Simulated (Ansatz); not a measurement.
```tsv
atom	x (Å)	y (Å)	z (Å)
C	-0.6670	1.2007	1.8955
C	-0.2111	0.0137	1.4581
C	0.9794	-0.1903	0.5604
C	0.6511	-0.9432	-0.7486
Si	-0.5836	-0.0771	-1.9125
H	-1.5484	1.2743	2.5517
H	-0.1726	2.1461	1.6138
H	-0.7445	-0.9068	1.7646
H	1.4407	0.7941	0.3285
H	1.7514	-0.7708	1.1168
H	0.2480	-1.9556	-0.5220
H	1.5847	-1.1158	-1.3268
H	-0.1477	1.3415	-2.1768
H	-1.9772	-0.0487	-1.3464
H	-0.6250	-0.8127	-3.2271
```

The calculation used RKS PBE/def2-SVP (Ansatz 0.2.0).

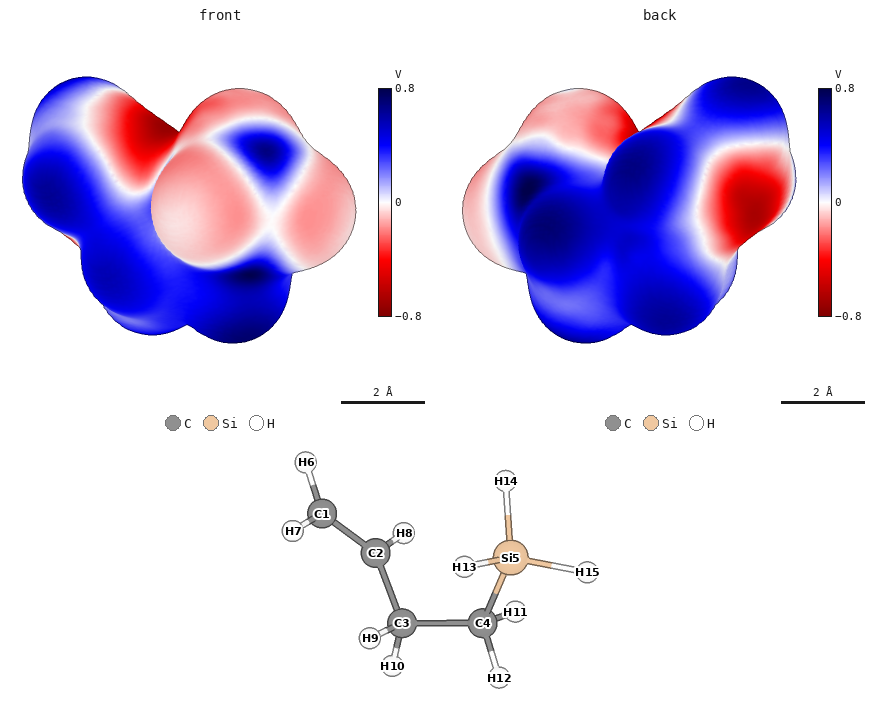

C4H10Si. The molecular electrostatic potential painted on the density surface at 0.002 e/bohr³, seen from the front and from behind; red is negative and blue positive. The bare structure is drawn below in the same view.

Where is the surface potential most negative and most positive?

The most negative region (about −0.7 V) lies over the π face of C1 and C2, the most positive (about +0.8 V) over Si5, H11 and H12.
